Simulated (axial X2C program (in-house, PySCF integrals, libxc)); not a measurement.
**HHfH⁻: bond lengths and stretches, held linear**

How do method and spin–orbit coupling move the bonds and stretches of HHfH⁻, held linear?

The runs use an in-house X2C program for linear molecules on PySCF integrals; all-electron X2C, two-component (2c) or spin-free, H dyall-v3z, Hf dyall-v3z.

All values are calculated.

2 further runs of the same task are left out: 2 set aside as unsound or not needed.

**1. Input**

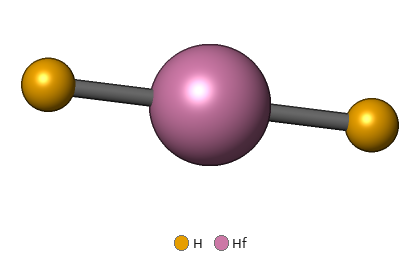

The atoms on one line, bonds 1.840 and 1.840 Å (hydrogen amber, hafnium pink).

The input, task.json:

```json
{
 "zs": [
  1,
  72,
  1
 ],
 "q": -1,
 "bas": [
  "dyall-v3z",
  "dyall-v3z",
  "dyall-v3z"
 ],
 "r0": [
  1.84,
  1.84
 ],
 "symm": 1,
 "scan": [
  "PBE0",
  "HF",
  "TPSSh"
 ],
 "levels": [
  "PBE0",
  "HF",
  "r2SCAN"
 ],
 "nst": 2
}
```

Keys: zs atomic numbers; q charge; bas basis sets; r0 starting distance in Å; symm equal bonds; scan levels of the two-bond scan (MP2 follows by itself at each HF point); levels methods; nst determinants followed.

On the command line:

```bash
> python solin.py task.json out
```

Masses H 1.008, Hf 179.947, H 1.008 u.

**2. Scan at PBE0, 2c**

State: Ω = 3/2 (beyond evenly filled blocks: ω = 3/2). Energies above the lowest point, from the job's result record:

| r(H–Hf) (Å) | r(Hf–H) (Å) | E (meV) |
| --- | --- | --- |
| 1.9090 | 1.9090 | 18.79 |
| 1.9090 | 1.9580 | 8.07 |
| 1.9090 | 2.0069 | 13.81 |
| 1.9580 | 1.9090 | 8.07 |
| 1.9580 | 1.9580 | 0.00 |
| 1.9580 | 2.0069 | 8.24 |
| 1.9580 | 2.0559 | 29.99 |
| 2.0069 | 1.9090 | 13.81 |
| 2.0069 | 1.9580 | 8.24 |
| 2.0069 | 2.0069 | 18.82 |
| 2.0559 | 1.9580 | 29.99 |
| 2.0559 | 2.0559 | 68.87 |

A quadratic surface with cubic terms in each bond gives the minimum at 1.957 and 1.957 Å, force constants 1.09, 1.09 and coupling 0.16 mdyn/Å.

**3. Scan at HF, 2c**

State: Ω = 3/2 (beyond evenly filled blocks: ω = 3/2). Energies above the lowest point, from the job's result record:

| r(H–Hf) (Å) | r(Hf–H) (Å) | E (meV) |
| --- | --- | --- |
| 1.9090 | 1.9090 | 41.91 |
| 1.9090 | 1.9580 | 20.01 |
| 1.9090 | 2.0069 | 16.36 |
| 1.9580 | 1.9090 | 20.01 |
| 1.9580 | 1.9580 | 0.97 |
| 1.9580 | 2.0069 | 0.00 |
| 1.9580 | 2.0559 | 14.06 |
| 2.0069 | 1.9090 | 16.36 |
| 2.0069 | 1.9580 | 0.00 |
| 2.0069 | 2.0069 | 1.52 |
| 2.0559 | 1.9580 | 14.06 |
| 2.0559 | 2.0559 | 36.51 |

A quadratic surface with cubic terms in each bond gives the minimum at 1.982 and 1.982 Å, force constants 1.1, 1.1 and coupling 0.17 mdyn/Å.

**4. Scan at TPSSh, 2c**

State: Ω = 3/2 (beyond evenly filled blocks: ω = 3/2). Energies above the lowest point, from the job's result record:

| r(H–Hf) (Å) | r(Hf–H) (Å) | E (meV) |
| --- | --- | --- |
| 1.9090 | 1.9090 | 20.62 |
| 1.9090 | 1.9580 | 8.98 |
| 1.9090 | 2.0069 | 14.08 |
| 1.9580 | 1.9090 | 8.98 |
| 1.9580 | 1.9580 | 0.00 |
| 1.9580 | 2.0069 | 7.61 |
| 1.9580 | 2.0559 | 28.98 |
| 2.0069 | 1.9090 | 14.08 |
| 2.0069 | 1.9580 | 7.61 |
| 2.0069 | 2.0069 | 17.60 |
| 2.0559 | 1.9580 | 28.98 |
| 2.0559 | 2.0559 | 66.94 |

A quadratic surface with cubic terms in each bond gives the minimum at 1.959 and 1.959 Å, force constants 1.1, 1.1 and coupling 0.16 mdyn/Å.

**5. The levels side by side**

| level | r(H–Hf) (Å) | r(Hf–H) (Å) | lower stretch (cm⁻¹) | upper stretch (cm⁻¹) |
| --- | --- | --- | --- | --- |
| PBE0, 2c | 1.957 | 1.957 | 1259.6 | 1448.7 |
| HF, 2c | 1.982 | 1.982 | 1262.3 | 1462.6 |
| TPSSh, 2c | 1.959 | 1.959 | 1266.5 | 1456.1 |
| MP2, 2c | 1.961 | 1.961 | 1284.2 | 1475.2 |
| PBE0, spin-free | 1.958 | 1.958 | 1261.1 | 1454.4 |
| HF, spin-free | 1.983 | 1.983 | 1263.5 | 1468.4 |
| TPSSh, spin-free | 1.960 | 1.960 | 1268.5 | 1461.4 |
| MP2, spin-free | 1.964 | 1.964 | 1283.3 | 1481.4 |

Scans not shown above were run alike.

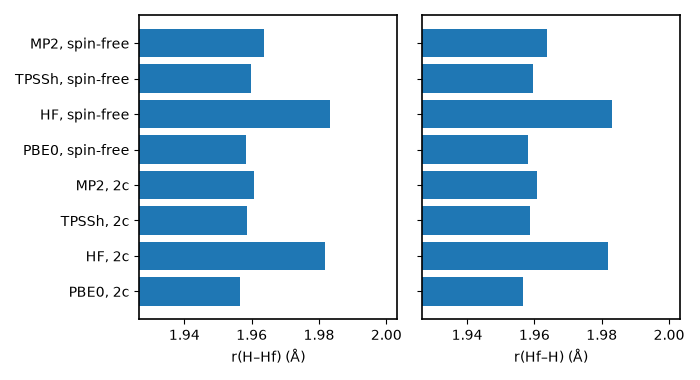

The two bond lengths by level.

What this shows: Over the levels the H–Hf bond spans 1.957 to 1.983 Å and the Hf–H bond 1.957 to 1.983 Å. At PBE0 going from spin-free to two-component moves the bonds by -0.002 and -0.002 Å. Each state is one determinant, the lowest of a limited PBE0 search; the stretches come from a fit to few points and are good to some per cent at best. The stretches are sorted by size, and where the two bonds are alike the symmetric and antisymmetric modes can swap order between levels. MP2 freezes inner shells (threshold -2 hartree). For an anion the highest level of a functional can be positive, and the basis then holds the extra electron. The molecule was held linear; bending was not examined, so a bent shape may lie lower. Note: functional without a current term on a determinant with orbital currents, of the molecule or an atom.
